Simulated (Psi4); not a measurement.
# M06-L/def2-TZVPD (density fitting with def2-universal-jkfit, sweep point 3) run of CH2BN (BH2(CN))

What is the vertical ionisation energy of CH2BN (BH2(CN)) at M06-L/def2-TZVPD (density fitting with def2-universal-jkfit, sweep point 3)? 

Program for the calculation: Psi4 1.11.

4 further runs of the same task are left out: 4 that didn't finish.

## 1. The molecule

The species is CH2BN (5 atoms), meant as a singlet with charge 0. SMILES: `[H]B([H])C#N`. The coordinates come from a GFN2-xTB relaxation.

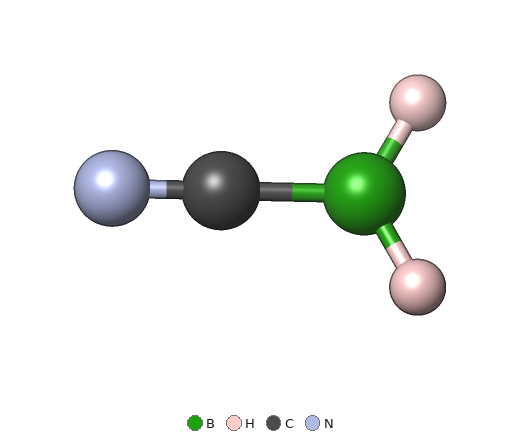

Viewed from a chosen angle; boron green, hydrogen pink, carbon dark grey, nitrogen light blue.

## 2. A single-point energy at M06-L/def2-TZVPD (density fitting with def2-universal-jkfit, sweep point 3)

File ch2bn.inp:

```
memory 1.6 GB

molecule {
  0 1
  B      0.57398541     0.99694391     0.01606267
  H      2.77574312     0.95618252     0.11020883
  H     -0.56364861     2.88372207    -0.05096591
  C     -0.85164287    -1.47702884    -0.02277120
  N     -1.93443704    -3.35981967    -0.05253439
  units au
  symmetry c1
}

set {
  basis                def2-TZVPD
  puream               true
  scf_type             df
  dft_radial_points    99
  dft_spherical_points 590
  df_basis_scf         def2-universal-jkfit
}

energy('m06-l')
```

On the command line:

```
$ psi4 -i ch2bn.inp -o ch2bn.out -n 1
```

ch2bn.out, cut to the lines that bear on the results:

```text
[...]
  Running in c1 symmetry.
[...]
  Nuclear repulsion =   46.535006348143220
[...]
  Multiplicity = 1
[...]
  Nalpha       = 10
  Nbeta        = 10
[...]
    Number of basis functions: 129
[...]
   @DF-RKS iter   1:  -118.73840608151215   -6.34027e-01   4.41976e-03 ADIIS/DIIS
[...]
   @DF-RKS iter   8:  -118.90198820085953   -2.39386e-07   8.21248e-07 DIIS
[...]
    Orbital Energies [Eh]
    ---------------------
    Doubly Occupied:
       1A    -14.192559     2A    -10.081062     3A     -6.705951
       4A     -0.882134     5A     -0.587355     6A     -0.423757
       7A     -0.385974     8A     -0.347372     9A     -0.338340
      10A     -0.316255
[...]
  @DF-RKS Final Energy:  -118.90198820085953
   => Energetics <=
    Nuclear Repulsion Energy =             46.5350063481432201
    One-Electron Energy =                -251.1573149346503442
    Two-Electron Energy =                 102.8109793033930544
    DFT Exchange-Correlation Energy =     -17.0906589177454578
    Empirical Dispersion Energy =           0.0000000000000000
    VV10 Nonlocal Energy =                  0.0000000000000000
    Total Energy =                       -118.9019882008595346
[...]
 Multipole Moments:
 ------------------------------------------------------------------------------------
     Multipole            Electronic (a.u.)      Nuclear  (a.u.)        Total (a.u.)
 ------------------------------------------------------------------------------------
 L = 1.  Multiply by 2.5417464519 to convert [e a0] to [Debye]
 Dipole X            :         -0.6661091            1.1688179            0.5027088
 Dipole Y            :         -1.1552667            2.0286781            0.8734113
 Dipole Z            :         -0.0169037            0.0309818            0.0140781
 Magnitude           :                                                    1.0078500
[...]
```

Wall time 45 s (1 thread of Intel Xeon Platinum 8259CL at 2.50GHz (Skylake/Cascade Lake), shared host); peak memory 1 GiB.

## 3. The doublet cation at the same level

File input.dat:

```
memory 1600 MB

molecule {
  1 2
  B      0.57398541     0.99694391     0.01606267
  H      2.77574312     0.95618252     0.11020883
  H     -0.56364861     2.88372207    -0.05096591
  C     -0.85164287    -1.47702884    -0.02277120
  N     -1.93443704    -3.35981967    -0.05253439
  units bohr
  symmetry c1
}

set basis def2-TZVPD
set reference uks
set puream true
set scf_type df
set dft_radial_points 99
set dft_spherical_points 590
set df_basis_scf def2-universal-jkfit
set maxiter 150

e_tot = energy('m06-l')
print_variables()
```

On the command line:

```
$ psi4 -n 1 input.dat output.dat
```

output.dat, cut to the lines that bear on the results:

```text
[...]
  Running in c1 symmetry.
[...]
  Nuclear repulsion =   46.535006348143220
[...]
  Multiplicity = 2
[...]
  Nalpha       = 10
  Nbeta        = 9
[...]
    Number of basis functions: 129
[...]
   @DF-UKS iter   1:  -118.37041580455620   -2.66036e-01   3.23808e-03 DIIS/ADIIS
[...]
   @DF-UKS iter  11:  -118.45554998468381   -4.26192e-08   4.44455e-07 DIIS
[...]
   @S^2 Observed:                7.580100146E-01
[...]
    Orbital Energies [Eh]
    ---------------------
    Alpha Occupied:
       1A    -14.538423     2A    -10.416582     3A     -7.000200
       4A     -1.231188     5A     -0.882140     6A     -0.710458
       7A     -0.696757     8A     -0.657097     9A     -0.642902
      10A     -0.634854
    Alpha Virtual:
      11A     -0.409769    12A     -0.323866    13A     -0.229309
      14A     -0.166485    15A     -0.126387    16A     -0.118504
      17A     -0.111895    18A     -0.093707    19A     -0.081467
      20A     -0.077943    21A     -0.070130    22A     -0.034327
      23A     -0.031924    24A     -0.009427    25A      0.016123
[...]
  @DF-UKS Final Energy:  -118.45554998468381
   => Energetics <=
    Nuclear Repulsion Energy =             46.5350063481432201
    One-Electron Energy =                -244.9664701643616240
    Two-Electron Energy =                  96.7286685912029185
    DFT Exchange-Correlation Energy =     -16.7527547596683206
    Empirical Dispersion Energy =           0.0000000000000000
    VV10 Nonlocal Energy =                  0.0000000000000000
    Total Energy =                       -118.4555499846838131
[...]
 Multipole Moments:
 ------------------------------------------------------------------------------------
     Multipole            Electronic (a.u.)      Nuclear  (a.u.)        Total (a.u.)
 ------------------------------------------------------------------------------------
 L = 1.  Multiply by 2.5417464519 to convert [e a0] to [Debye]
 Dipole X            :         -0.3847152            1.1688179            0.7841027
 Dipole Y            :         -0.6662049            2.0286781            1.3624731
 Dipole Z            :         -0.0093858            0.0309818            0.0215961
 Magnitude           :                                                    1.5721376
[...]
```

Run time: 90 s. Hardware: 1 thread of Intel Xeon Platinum 8259CL at 2.50GHz (Skylake/Cascade Lake), shared host; peak memory 1 GiB.

## 4. What came out

Level: M06-L/def2-TZVPD (density fitting with def2-universal-jkfit, sweep point 3).

```
                                          quantity          value
                       singlet CH2BN: total energy  -118.90199 Eh
                      singlet CH2BN: dipole moment         2.56 D
                        singlet CH2BN: HOMO energy       -8.61 eV
                        singlet CH2BN: LUMO energy       -3.79 eV
                      singlet CH2BN: HOMO–LUMO gap        4.82 eV
                      doublet cation: total energy  -118.45555 Eh
doublet cation: HOMO energy (highest over α and β)      -17.04 eV
 doublet cation: LUMO energy (lowest over α and β)      -15.66 eV
                              doublet cation: ⟨S²⟩          0.758
vertical ionisation energy (to the doublet cation)      12.148 eV
```

The vertical ionisation energy comes to 12.15 eV (280 kcal/mol). The negative HOMO energy of the first species, 8.61 eV, lies 3.54 eV below that difference.
